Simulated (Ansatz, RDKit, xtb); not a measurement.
# CH9B3N4: which of the isomers drawn lies lowest?

Which of a sample of isomers of CH9B3N4 is the most stable in the gas at 298.15 K, and what are its properties? The sample is small against all isomers, and the most stable one of this formula need not be in it.

The funnel: GFN2-xTB relaxations, single points with a density functional, relaxations at PBE-D3(BJ)/def2-SVP, harmonic vibrations (at GFN2-xTB), and a last energy at a higher level. All values are calculated.

**1. Drawing up candidates**

Isomers were taken from a list of plausible structures; this is a sample, not all of them. That gives 6 candidates.

```csv
label,SMILES,spin
c091,CN1BNBN(N)B1,singlet
c509,CB1NBN(N)BN1,singlet
c797,CB1NBNBN1N,singlet
c856,CB1NBNB(N)N1,singlet
c873,CN1BNB(N)NB1,singlet
c905,CN1BNBNB1N,singlet
```

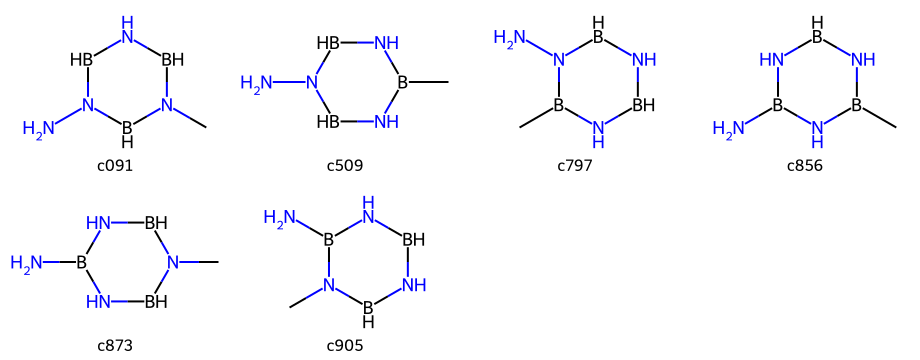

Structural formulas of the candidates.

Candidates are built by distance geometry, with a force field where one applies, in up to four conformers (letters a to d).

**2. Search with GFN2-xTB**

All 24 starts are relaxed the same way. One of them, c856a (taken from a list of positional isomers, embedded by distance geometry and UFF), in full:

Contents of start.xyz:

```xyz
17
c856a
C     -0.493116    -1.381814    -0.942230
B     -1.263520    -0.445816     0.098087
B     -1.741837    -0.474119     2.506613
B     -0.820275     1.523890     1.476262
N     -2.114763    -1.165439     1.205529
N     -1.699860     1.025892     2.642822
N      0.315122     2.503506     1.687040
N     -1.149969     1.081163     0.051845
H     -1.246709    -1.948137    -1.532836
H      0.196663    -1.994261    -0.429041
H      0.056941    -0.688918    -1.669467
H     -3.105862    -0.872701     0.970438
H     -1.504313    -1.190967     3.458384
H     -2.621873     1.362685     2.530765
H      1.168270     2.065037     1.343212
H      0.121799     3.378232     1.147146
H     -2.124694     1.401427    -0.198767
```

Started as:

```sh
xtb start.xyz --gfn 2 --opt
```

The program printed, shortened:

```text
* xtb version 6.7.1
[...]
          :  # basis functions                  41          :
[...]
          :  # electrons                        42          :
[...]
          :  Hamiltonian                  GFN2-xTB          :
[...]
          :  net charge                          0          :
          :  unpaired electrons                  0          :
[...]
   *** convergence criteria satisfied after 12 iterations ***
[...]
   *** GEOMETRY OPTIMIZATION CONVERGED AFTER 45 ITERATIONS ***
[...]
   *** convergence criteria satisfied after 3 iterations ***
[...]
         ::                     SUMMARY                     ::
         :::::::::::::::::::::::::::::::::::::::::::::::::::::
         :: total energy             -22.332527027134 Eh    ::
         :: gradient norm              0.000386311527 Eh/a0 ::
         :: HOMO-LUMO gap              5.495638279716 eV    ::
         ::.................................................::
         :: SCC energy               -22.626205694919 Eh    ::
         :: -> isotropic ES            0.104854971449 Eh    ::
         :: -> anisotropic ES          0.014928027469 Eh    ::
         :: -> anisotropic XC          0.006450012293 Eh    ::
         :: -> dispersion             -0.010722632818 Eh    ::
         :: repulsion energy           0.293678667785 Eh    ::
         :: add. restraining           0.000000000000 Eh    ::
         :: total charge               0.000000000000 e     ::
         :::::::::::::::::::::::::::::::::::::::::::::::::::::
[...]
        21        2.0000           -0.3566530              -9.7050 (HOMO)
        22                         -0.1546920              -4.2094 (LUMO)
[...]
     #   Z          covCN         q      C6AA      α(0)
     1   6          3.671    -0.193    24.582     7.107
     2   5          2.597     0.276    17.858     7.178
     3   5          2.638     0.264    17.761     7.113
     4   5          2.540     0.312    17.924     7.290
     5   7          2.543    -0.306    27.912     7.846
     6   7          2.543    -0.314    28.111     7.874
     7   7          2.562    -0.375    29.694     8.093
     8   7          2.543    -0.313    28.092     7.871
     9   1          0.925     0.023     2.694     2.567
    10   1          0.925     0.024     2.677     2.559
    11   1          0.925     0.015     2.809     2.621
    12   1          0.860     0.146     1.428     1.872
    13   1          0.937    -0.132     6.831     4.086
    14   1          0.860     0.141     1.462     1.894
[...]
molecular dipole:
                 x           y           z       tot (Debye)
 q only:        0.221       0.553       0.059
   full:        0.322       0.675      -0.043       1.905
molecular quadrupole (traceless):
[...]
          | TOTAL ENERGY              -22.332527027134 Eh   |
          | GRADIENT NORM               0.000386311527 Eh/α |
          | HOMO-LUMO GAP               5.495638279716 eV   |
           -------------------------------------------------
[...]
```

Wall time 0.43 s (2 threads of Arm Neoverse N1, shared host); peak memory 0.094 GiB.

**3. What the search left**

24 of the 24 relaxations converged; the search merged 18 into others by its test of bonds and energy. 6 distinct structures remain:

```csv
label,start,SMILES after,spin,energy (kcal/mol)
c873a,drawn,CN1BNB(N)NB1,singlet,0.0
c905b,drawn,CN1BNBNB1N,singlet,0.0
c856a,drawn,CB1NBNB(N)N1,singlet,1.6
c091b,drawn,CN1BNBN(N)B1,singlet,34.0
c509a,drawn,CB1NBN(N)BN1,singlet,35.8
c797b,drawn,CB1NBNBN1N,singlet,35.9
```

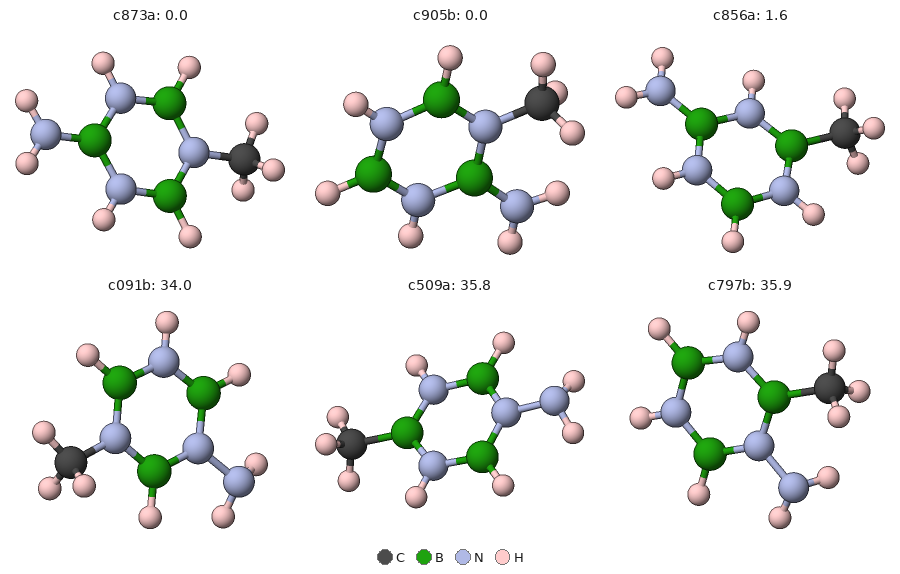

The 6 lowest minima that did not fall apart, with their GFN2-xTB energies in kcal/mol.

**4. Single points on the low minima**

A choice of the minima (the low ones first, few conformers of a pattern, up to a cap) and the lowest that fell apart get a single point at r2SCAN-D4/def2-SVP on the tight-binding geometry, and one at HF/STO-3G for comparison. Some singlets are also tried as triplets at the same geometry (label ending in t). The first, c873a:

Contents of input.yaml:

```yaml
crystal:
  periodic: [false, false, false]
  atoms:
    - {symbol: C, position_ang: [-2.258912, -0.854346, -1.812812]}
    - {symbol: B, position_ang: [-2.461399, -1.691839, 0.508838]}
    - {symbol: B, position_ang: [-1.205434, -0.605922, 2.370733]}
    - {symbol: B, position_ang: [-1.002691, 0.251653, 0.036344]}
    - {symbol: N, position_ang: [-1.900732, -0.755719, -0.407709]}
    - {symbol: N, position_ang: [-2.105359, -1.598380, 1.869857]}
    - {symbol: N, position_ang: [-0.863383, -0.532968, 3.737592]}
    - {symbol: "N", position_ang: [-0.674587, 0.307263, 1.408397]}
    - {symbol: H, position_ang: [-1.913384, -1.802039, -2.235116]}
    - {symbol: H, position_ang: [-3.343235, -0.806121, -1.939778]}
    - {symbol: H, position_ang: [-1.806198, -0.039674, -2.376753]}
    - {symbol: H, position_ang: [-3.205881, -2.524292, 0.137927]}
    - {symbol: H, position_ang: [-2.500402, -2.257664, 2.522237]}
    - {symbol: H, position_ang: [-0.234457, 0.152760, 4.113566]}
    - {symbol: H, position_ang: [-1.223820, -1.161502, 4.431071]}
    - {symbol: H, position_ang: [-0.038630, 1.021687, 1.726691]}
    - {symbol: H, position_ang: [-0.541344, 1.026608, -0.719546]}
basis:
  gaussian: {orbitals: def2-SVP}
hamiltonian: {xc: r2scan, dispersion: d4}
output: {orbitals: {seedname: orbitals}}
scf: {lower_state_search: off}
```

Started as:

```sh
ansatz run input.yaml --threads 2 --pin off --max-ram 5220MiB --events-out events.jsonl --progress --plain --runs-dir runs
```

The program printed, shortened:

```text
Warning: RAYON_NUM_THREADS=2 ignored (pool sized by the plan → 2); use --threads N
Functional definition: r2SCAN
  name "r2SCAN"
[...]
1830 factors; their error is unknown
[...]
mean field -9168.07870656 eV, -336.9206781192 hartree, gradient 5.2e-6 eV, S^2 0.000000; 0 other end points of the search recorded, 0 dependent functions left out
reference -9168.07871919 eV, -336.9206785834 hartree; 29, 29 occupied and 128, 128 virtual orbitals, 1830 factors
Total energy: -9168.18770691 eV, -336.9246838081 hartree
Checks for a lower state left out: stability, starts, cluster_reference, orbital_swaps, neighbouring_geometries, increment
```

It took 6.6 s on 2 threads of Arm Neoverse N1, shared host; peak memory 0.21 GiB.

Relative energies in kcal/mol, each column from its lowest structure that stays in one piece:

```csv
label,SMILES,spin,GFN2-xTB,HF/STO-3G,r2SCAN-D4/def2-SVP
c856a,CB1NBNB(N)N1,singlet,1.6,0.0,0.0
c905b,CN1BNBNB1N,singlet,0.0,13.0,17.7
c873a,CN1BNB(N)NB1,singlet,0.0,12.8,18.9
c797b,CB1NBNBN1N,singlet,35.9,51.1,61.6
c509a,CB1NBN(N)BN1,singlet,35.8,51.2,62.9
c091b,CN1BNBN(N)B1,singlet,34.0,64.3,81.8
c856at,CB1NBNB(N)N1,triplet,–,–,137.5
c873at,CN1BNB(N)NB1,triplet,–,–,143.4
c905bt,CN1BNBNB1N,triplet,–,–,147.7
```

**5. Third filter: density-functional geometries**

3 candidates are relaxed at PBE-D3(BJ)/def2-SVP (chosen among the lowest in one piece). The first, c856a:

Contents of input.yaml:

```yaml
crystal:
  periodic: [false, false, false]
  atoms:
    - {symbol: C, position_ang: [-0.947320, -1.406750, -1.213525]}
    - {symbol: B, position_ang: [-1.119136, -0.553716, 0.122886]}
    - {symbol: B, position_ang: [-1.977817, -0.380480, 2.467891]}
    - {symbol: B, position_ang: [-0.749681, 1.534614, 1.445242]}
    - {symbol: N, position_ang: [-1.798333, -1.089557, 1.253105]}
    - {symbol: "N", position_ang: [-1.446538, 0.924989, 2.536802]}
    - {symbol: "N", position_ang: [-0.228067, 2.842320, 1.539836]}
    - {symbol: N, position_ang: [-0.607741, 0.757782, 0.251646]}
    - {symbol: H, position_ang: [-1.908822, -1.752960, -1.588799]}
    - {symbol: H, position_ang: [-0.344926, -2.296120, -1.034270]}
    - {symbol: H, position_ang: [-0.467960, -0.847782, -2.013940]}
    - {symbol: H, position_ang: [-2.170477, -2.024116, 1.183607]}
    - {symbol: H, position_ang: [-2.547046, -0.858835, 3.379131]}
    - {symbol: H, position_ang: [-1.556742, 1.456132, 3.386398]}
    - {symbol: H, position_ang: [-0.306715, 3.409615, 2.363375]}
    - {symbol: H, position_ang: [0.269004, 3.293939, 0.794667]}
    - {symbol: H, position_ang: [-0.119679, 1.170586, -0.528253]}
basis:
  gaussian:
    orbitals: def2-SVP
scf:
  lower_state_search: "off"
hamiltonian:
  xc: pbe
  dispersion: d3bj
relax:
  f_tol: 0.006
```

Started as:

```sh
ansatz run input.yaml --threads 2 --pin off --max-ram 5220MiB --events-out events.jsonl --progress --plain --runs-dir runs
```

The program printed:

```text
Warning: RAYON_NUM_THREADS=2 ignored (pool sized by the plan → 2); use --threads N
The last accepted step is kept in runs//last_step.txt (removed where the run ends without a failure and the disk answers)
Functional definition: PBE
  name "PBE"
  parameter kappa = 0.804
  parameter beta = 0.06672455060314922
  exchange = pbe_x(kappa = kappa, mu = beta*pi^2/3)
  correlation = pbe_c(beta = beta)
these checks for a lower state are left out or cut short: stability, starts, cluster_reference, orbital_swaps, neighbouring_geometries, increment
1830 factors; their error is unknown
mean field evaluation 1: about -9135.7424 eV, gradient 1.1e2 eV
mean field evaluation 2: about -9088.0976 eV, gradient 1.8e2 eV
mean field evaluation 4: about -9161.6434 eV, gradient 1.4e1 eV
mean field evaluation 8: about -9162.0844 eV, gradient 3.0e-1 eV
mean field evaluation 16: about -9162.0119 eV, gradient 1.1e-3 eV
mean field -9162.01190384 eV, -336.6977272316 hartree, gradient 3.0e-6 eV, S^2 0.000000; 0 other end points of the search recorded, 0 dependent functions left out
the calculation of the forces begins
reference -9162.01194945 eV, -336.6977289075 hartree; 29, 29 occupied and 128, 128 virtual orbitals, 1830 factors
relax step   1: F+E_penalty+E_count = -9162.41424334 eV  Δ(F+E_penalty+E_count) = +0.000e0 eV  max|allowed force component| = 8.805e-1 eV/Å  Δτ_max = 0.0000 Å  (20 SCF iters, accepted)
these checks for a lower state are left out or cut short: stability, starts, cluster_reference, orbital_swaps, neighbouring_geometries, increment
1830 factors; their error is unknown
mean field -9162.12598707 eV, -336.7019197129 hartree, gradient 2.0e-6 eV, S^2 0.000000; 0 other end points of the search recorded, 0 dependent functions left out
the calculation of the forces begins
reference -9162.12603298 eV, -336.7019213999 hartree; 29, 29 occupied and 128, 128 virtual orbitals, 1830 factors
relax step   2: F+E_penalty+E_count = -9162.52461545 eV  Δ(F+E_penalty+E_count) = -1.104e-1 eV  max|allowed force component| = 3.958e-1 eV/Å  Δτ_max = 0.0402 Å  (20 SCF iters, accepted)
these checks for a lower state are left out or cut short: stability, starts, cluster_reference, orbital_swaps, neighbouring_geometries, increment
1830 factors; their error is unknown
mean field evaluation 32: about -9162.2140 eV, gradient 2.8e-3 eV
mean field -9162.14084808 eV, -336.7024658446 hartree, gradient 2.1e-6 eV, S^2 0.000000; 0 other end points of the search recorded, 0 dependent functions left out
the calculation of the forces begins
reference -9162.14089412 eV, -336.7024675368 hartree; 29, 29 occupied and 128, 128 virtual orbitals, 1830 factors
relax step   3: F+E_penalty+E_count = -9162.53763956 eV  Δ(F+E_penalty+E_count) = -1.302e-2 eV  max|allowed force component| = 6.432e-2 eV/Å  Δτ_max = 0.0175 Å  (21 SCF iters, accepted)
[... 5 lines left out ...]
relax step   4: F+E_penalty+E_count = -9162.53808377 eV  Δ(F+E_penalty+E_count) = -4.442e-4 eV  max|allowed force component| = 2.165e-2 eV/Å  Δτ_max = 0.0099 Å  (21 SCF iters, accepted)
these checks for a lower state are left out or cut short: stability, starts, cluster_reference, orbital_swaps, neighbouring_geometries, increment
1830 factors; their error is unknown
mean field -9162.14137795 eV, -336.7024853171 hartree, gradient 1.9e-6 eV, S^2 0.000000; 0 other end points of the search recorded, 0 dependent functions left out
the calculation of the forces begins
reference -9162.14142400 eV, -336.7024870097 hartree; 29, 29 occupied and 128, 128 virtual orbitals, 1830 factors
relax step   5: F+E_penalty+E_count = -9162.53812229 eV  Δ(F+E_penalty+E_count) = -3.852e-5 eV  max|allowed force component| = 3.424e-3 eV/Å  Δτ_max = 0.0053 Å  (13 SCF iters, accepted)
Total energy: -9162.53816835 eV, -336.7170670953 hartree
Atom 0 at    -0.943413    -1.413623    -1.230282 Å, force    -0.000596    -0.000251     0.000228 eV/Å
Atom 1 at    -1.119044    -0.569073     0.103662 Å, force     0.001371    -0.001601    -0.002860 eV/Å
Atom 2 at    -1.983365    -0.388390     2.477241 Å, force    -0.001720    -0.003424    -0.001137 eV/Å
Atom 3 at    -0.740293     1.561286     1.451018 Å, force    -0.000829    -0.000820    -0.000241 eV/Å
Atom 4 at    -1.808279    -1.113590     1.252105 Å, force     0.000744     0.001467    -0.001037 eV/Å
Atom 5 at    -1.446495     0.933582     2.553832 Å, force     0.000634     0.001600    -0.000008 eV/Å
Atom 6 at    -0.211657     2.881966     1.545941 Å, force     0.001135     0.000944    -0.002181 eV/Å
Atom 7 at    -0.605487     0.762913     0.246232 Å, force    -0.000056    -0.000277     0.000789 eV/Å
Atom 8 at    -1.925392    -1.762737    -1.615868 Å, force     0.000182     0.000312     0.000753 eV/Å
Atom 9 at    -0.343591    -2.330099    -1.040357 Å, force    -0.001099     0.000113     0.000907 eV/Å
Atom 10 at    -0.444068    -0.856457    -2.048615 Å, force     0.000453     0.000950     0.000578 eV/Å
Atom 11 at    -2.189020    -2.057766     1.190176 Å, force     0.000071    -0.000550     0.000097 eV/Å
Atom 12 at    -2.571794    -0.882780     3.424300 Å, force     0.000649     0.001744     0.001137 eV/Å
Atom 13 at    -1.571439     1.449438     3.424809 Å, force     0.000240    -0.000261     0.000469 eV/Å
Atom 14 at    -0.294537     3.459212     2.379723 Å, force    -0.000428     0.000353     0.001072 eV/Å
Atom 15 at     0.286169     3.341933     0.786973 Å, force    -0.000670    -0.000815     0.000827 eV/Å
Atom 16 at    -0.116291     1.163845    -0.555091 Å, force    -0.000080     0.000516     0.000607 eV/Å
Dipole moment:     0.198390     0.399625    -0.061232 e Å
Checks for a lower state left out: stability, starts, cluster_reference, orbital_swaps, neighbouring_geometries, increment
```

It took 23 s on 2 threads of Arm Neoverse N1, shared host; peak memory 0.2 GiB.

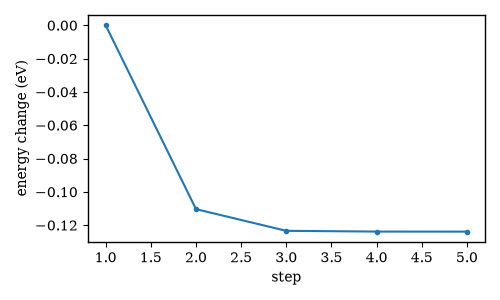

Energy along the run, all evaluated steps.

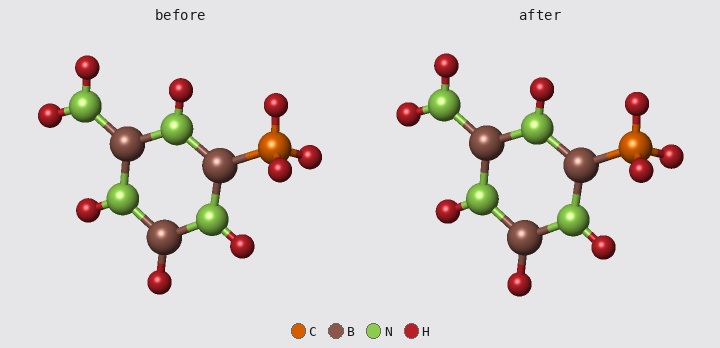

Before and after, at one scale.

After the run. Some bond lengths: C1–B2 1.589 Å, B2–N5 1.446 Å, B3–N5 1.434 Å, B3–N6 1.429 Å, B4–N6 1.452 Å, B4–N7 1.426 Å, B2–N8 1.435 Å, B4–N8 1.452 Å, C1–H9 1.111 Å, C1–H10 1.112 Å, C1–H11 1.109 Å, N5–H12 1.020 Å, B3–H13 1.220 Å, N6–H14 1.020 Å, N7–H15 1.017 Å, N7–H16 1.018 Å. Some angles: C1–B2–N5 121.3°, C1–B2–N8 122.5°, N5–B2–N8 116.2°, B2–N5–B3 123.1°, N5–B3–N6 117.9°, B3–N6–B4 122.8°, N6–B4–N7 122.0°, N6–B4–N8 116.0°, N7–B4–N8 122.0°, B2–N8–B4 124.0°.

**6. After refinement**

```csv
label,spin,r2SCAN-D4/def2-SVP (kcal/mol),"PBE-D3(BJ)/def2-SVP, relaxed (kcal/mol)",time
c856a,singlet,0.0,0.0,23 s
c905b,singlet,17.7,16.5,24 s
c873a,singlet,18.9,17.7,27 s
```

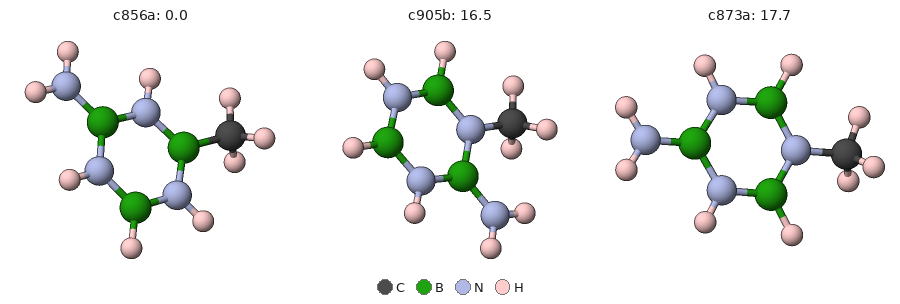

The relaxed structures, with energies at PBE-D3(BJ)/def2-SVP in kcal/mol.

**7. Harmonic analysis of the finalists**

The lowest few go on as finalists. In this search the thermal terms come from GFN2-xTB at its own nearest minimum. The first, c856a:

Contents of start.xyz:

```xyz
17
c856a
C     -0.943413    -1.413623    -1.230282
B     -1.119044    -0.569073     0.103662
B     -1.983365    -0.388390     2.477241
B     -0.740293     1.561286     1.451018
N     -1.808279    -1.113590     1.252105
N     -1.446495     0.933582     2.553832
N     -0.211657     2.881966     1.545941
N     -0.605487     0.762913     0.246232
H     -1.925392    -1.762737    -1.615868
H     -0.343591    -2.330099    -1.040357
H     -0.444068    -0.856457    -2.048615
H     -2.189020    -2.057766     1.190176
H     -2.571794    -0.882780     3.424300
H     -1.571439     1.449438     3.424809
H     -0.294537     3.459212     2.379723
H      0.286169     3.341933     0.786973
H     -0.116291     1.163845    -0.555091
```

Started as:

```sh
xtb start.xyz --gfn 2 --ohess tight
```

The program printed, shortened:

```text
* xtb version 6.7.1
[...]
          :  # basis functions                  41          :
[...]
          :  # electrons                        42          :
[...]
          :  Hamiltonian                  GFN2-xTB          :
[...]
          :  net charge                          0          :
          :  unpaired electrons                  0          :
[...]
   *** convergence criteria satisfied after 12 iterations ***
[...]
   *** GEOMETRY OPTIMIZATION CONVERGED AFTER 7 ITERATIONS ***
[...]
   *** convergence criteria satisfied after 3 iterations ***
[...]
         ::                     SUMMARY                     ::
         :::::::::::::::::::::::::::::::::::::::::::::::::::::
         :: total energy             -22.332527809578 Eh    ::
         :: gradient norm              0.000068948533 Eh/a0 ::
         :: HOMO-LUMO gap              5.496021726939 eV    ::
         ::.................................................::
         :: SCC energy               -22.626249535959 Eh    ::
         :: -> isotropic ES            0.104859741790 Eh    ::
         :: -> anisotropic ES          0.014926745073 Eh    ::
         :: -> anisotropic XC          0.006448359564 Eh    ::
         :: -> dispersion             -0.010722853058 Eh    ::
         :: repulsion energy           0.293721726381 Eh    ::
         :: add. restraining           0.000000000000 Eh    ::
         :: total charge               0.000000000000 e     ::
         :::::::::::::::::::::::::::::::::::::::::::::::::::::
[...]
        21        2.0000           -0.3566476              -9.7049 (HOMO)
        22                         -0.1546726              -4.2089 (LUMO)
[...]
molecular dipole:
                 x           y           z       tot (Debye)
 q only:        0.217       0.555       0.058
   full:        0.314       0.679      -0.047       1.905
molecular quadrupole (traceless):
[...]
          | TOTAL ENERGY              -22.332527809579 Eh   |
          | TOTAL ENTHALPY            -22.187948921208 Eh   |
          | TOTAL FREE ENERGY         -22.231248563180 Eh   |
          | GRADIENT NORM               0.000068954781 Eh/α |
[...]
```

It took 0.58 s on 2 threads of Arm Neoverse N1, shared host; peak memory 0.11 GiB.

**8. Zero-point energy and free-energy terms**

As xtb prints them, at 298.15 K, with its own treatment of low modes:

```csv
label,SMILES,spin,lowest mode (cm⁻¹),zero-point (kcal/mol),G − E (kcal/mol)
c856a,CB1NBNB(N)N1,singlet,18,84.4,63.6
c905b,CN1BNBNB1N,singlet,110,84.0,63.8
c873a,CN1BNB(N)NB1,singlet,30,83.7,63.2
```

[end of part 1 of 2]
